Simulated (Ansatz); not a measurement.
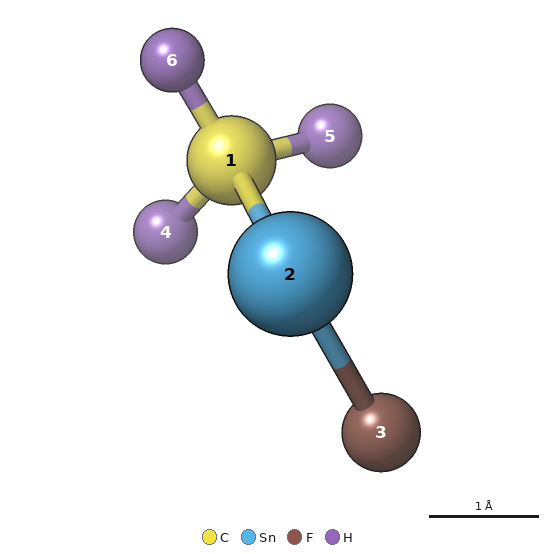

Orthographic view. Atoms fade into the background with distance from the viewer. The geometry was computed by an optimisation with PBE0-D4/def2-TZVP. No frequency run is at hand to confirm it as a minimum.

Give the geometry as a Z-matrix, atoms in numerical order, with these reference atoms: 2 to 1; 3 to 2, 1; 4 to 1, 2, 3; 5 to 1, 4, 2; 6 to 1, 4, 5.

```
C  
Sn   1   2.175
F    2   1.952   1    92.9
H    1   1.094   2   108.9   3    56.9
H    1   1.094   4   107.3   2   117.6
H    1   1.092   4   109.3   5   118.3
```
